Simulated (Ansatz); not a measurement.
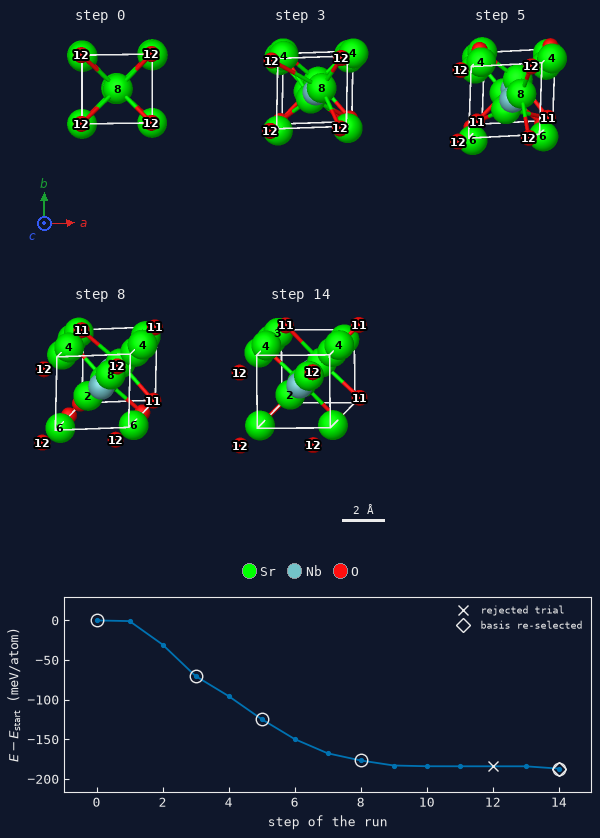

Frames of a relaxation of crystalline Sr$_{4}$NbO (a generated structure, set up in P1) (coarse preliminary run), marked on the history of the run. A ball-and-stick model of the cell of the calculation, seen along the c axis.

These are results of Ansatz, DFT PBE, scalar-relativistic, plane waves, PAW, not measurements.

Input file:
```yaml
crystal:
  lattice:
    - [3.4210255068, 0.0280404788, -0.0616316878]
    - [0.0280404788, 3.3518118694, -0.0609307798]
    - [-0.5620078764, -0.5556164268, 31.2577085324]
  atoms:
    - { symbol: Sr, position: [0.4931734657, 0.5173618439, 0.0487341681] }
    - { symbol: Sr, position: [0.4916950483, 0.4955117553, 0.5517980367] }
    - { symbol: Sr, position: [0.0122659147, -0.0257943417, 0.3307339669] }
    - { symbol: Sr, position: [0.0103108855, -0.0154128377, 0.831029867] }
    - { symbol: Sr, position: [0.0041209705, -0.0206244342, 0.1678829341] }
    - { symbol: Sr, position: [0.000790826, -0.0003915822, 0.6675215515] }
    - { symbol: Sr, position: [0.4855781797, 0.5120501807, 0.4493210109] }
    - { symbol: Sr, position: [0.5125945111, 0.5047811308, 0.9506562971] }
    - { symbol: Nb, position: [0.507074237, 0.4894564337, 0.247621427] }
    - { symbol: Nb, position: [0.4873109601, 0.5092407822, 0.7501437054] }
    - { symbol: O, position: [0.0044146175, 0.0333389159, 0.5005019708] }
    - { symbol: O, position: [-0.0093296161, 0.0004821532, 0.0040550646] }
basis:
  ecutwfc: 420
kpoints:
  mp_grid: { grid: [6, 6, 1] }
hamiltonian:
  xc: pbe
scf:
  occupations: { method: gaussian, width: 0.2 }
  lower_state_search: "off"
output:
  forces: true
  stress: true
  eigenvalues: true
relax:
  adjacent_minimum: "off"
  f_tol: 0.025
  max_steps: 60
  cell: { stress_tol: 0.25 }
```

Command:
```bash
ansatz run input.yaml --threads 1 --pin off --max-ram 2560MiB --backend cpu --events-out ev --progress --plain --runs-dir out
```

### Describe the path.

Over 12 accepted moves (14 points after the start) the energy falls by 187 meV per atom. Largest force component: 0.43 eV/Å at the start, 0.014 eV/Å at the end. The pressure goes from −0.33 to 0.12 GPa. The line search rejected the trial step at point 12 of the run. The SCF was repeated once at an unchanged geometry on a basis and grid sized afresh for the cell, which shifted the energy by 2.9 meV per atom at most. The atom that moves furthest relative to the cell is O11 (1.32 Å in a general direction near [1 1 0]). Largest moves by element: O 1.32 Å, Sr 1.07 Å, Nb 0.09 Å. The volume changes by +8.0 %, with a 3.422 → 3.564 Å (+4.2 %), b 3.352 → 3.562 Å (+6.3 %), c 31.268 → 30.831 Å (−1.4 %), α 92.1° → 96.3°, β 92.1° → 96.4°, γ 89.0° → 90.0°. Among the contacts that change: Sr8–O12 3.059 → 5.557 Å, Sr2–O11 3.069 → 5.556 Å, Sr2–O11 (another image) 2.825 → 4.268 Å, Sr8–O12 (another image) 2.870 → 4.268 Å. Bonds break: Sr2–O11 (2.83 → 4.27 Å), Sr2–O11 (2.92 → 4.27 Å), Sr2–O11 (3.07 → 5.56 Å), Sr8–O12 (2.87 → 4.27 Å). Among the angles between lasting bonds that change: Sr2–O11–Sr7 177.1° → 104.1°, Sr1–O12–Sr8 173.9° → 104.0°, Sr7–O11–Sr7 112.1° → 152.3°. The space group stays P1 (No. 1). Cost: 5 min on 1 thread of AMD EPYC 9R45 96-Core Processor (Zen 5), with other jobs on the host, peak memory 0.8 GiB. From step 0 to 3: Sr8 moves most (0.50 Å), volume +0.4 %, energy −70.2 meV per atom. From step 3 to 5: Sr2 moves most (0.34 Å), volume +3.5 %, energy −54.4 meV per atom. From step 5 to 8: Sr and O atoms move most (0.59 Å), volume +5.2 %, energy −52.1 meV per atom. From step 8 to 14: O11 moves most (0.38 Å), volume −1.2 %, energy −10.3 meV per atom.

```json
{"step": "0", "E − E(0), meV/atom": "0.00", "largest force component, eV/Å": "0.4332", "pressure, GPa": "-0.33", "volume, Å³/atom": "29.847", "note": ""}
{"step": "1", "E − E(0), meV/atom": "-0.78", "largest force component, eV/Å": "1.1240", "pressure, GPa": "0.24", "volume, Å³/atom": "29.663", "note": ""}
{"step": "2", "E − E(0), meV/atom": "-30.44", "largest force component, eV/Å": "0.5591", "pressure, GPa": "0.51", "volume, Å³/atom": "29.636", "note": ""}
{"step": "3", "E − E(0), meV/atom": "-70.15", "largest force component, eV/Å": "0.5721", "pressure, GPa": "0.69", "volume, Å³/atom": "29.977", "note": ""}
{"step": "4", "E − E(0), meV/atom": "-95.42", "largest force component, eV/Å": "0.5204", "pressure, GPa": "0.60", "volume, Å³/atom": "30.313", "note": ""}
{"step": "5", "E − E(0), meV/atom": "-124.52", "largest force component, eV/Å": "0.3104", "pressure, GPa": "0.37", "volume, Å³/atom": "31.012", "note": ""}
{"step": "6", "E − E(0), meV/atom": "-149.66", "largest force component, eV/Å": "0.3001", "pressure, GPa": "0.08", "volume, Å³/atom": "31.820", "note": ""}
{"step": "7", "E − E(0), meV/atom": "-167.58", "largest force component, eV/Å": "0.2253", "pressure, GPa": "-0.03", "volume, Å³/atom": "32.309", "note": ""}
{"step": "8", "E − E(0), meV/atom": "-176.61", "largest force component, eV/Å": "0.1948", "pressure, GPa": "-0.17", "volume, Å³/atom": "32.613", "note": ""}
{"step": "9", "E − E(0), meV/atom": "-182.96", "largest force component, eV/Å": "0.0578", "pressure, GPa": "0.07", "volume, Å³/atom": "32.230", "note": ""}
{"step": "10", "E − E(0), meV/atom": "-183.90", "largest force component, eV/Å": "0.0066", "pressure, GPa": "0.02", "volume, Å³/atom": "32.200", "note": ""}
{"step": "11", "E − E(0), meV/atom": "-183.95", "largest force component, eV/Å": "0.0190", "pressure, GPa": "0.03", "volume, Å³/atom": "32.209", "note": ""}
{"step": "12", "E − E(0), meV/atom": "-183.88", "largest force component, eV/Å": "0.0620", "pressure, GPa": "-0.08", "volume, Å³/atom": "32.253", "note": "rejected"}
{"step": "13", "E − E(0), meV/atom": "-183.97", "largest force component, eV/Å": "0.0123", "pressure, GPa": "-0.01", "volume, Å³/atom": "32.223", "note": ""}
{"step": "14", "E − E(0), meV/atom": "-186.90", "largest force component, eV/Å": "0.0136", "pressure, GPa": "0.12", "volume, Å³/atom": "32.223", "note": "same geometry, new basis"}
```
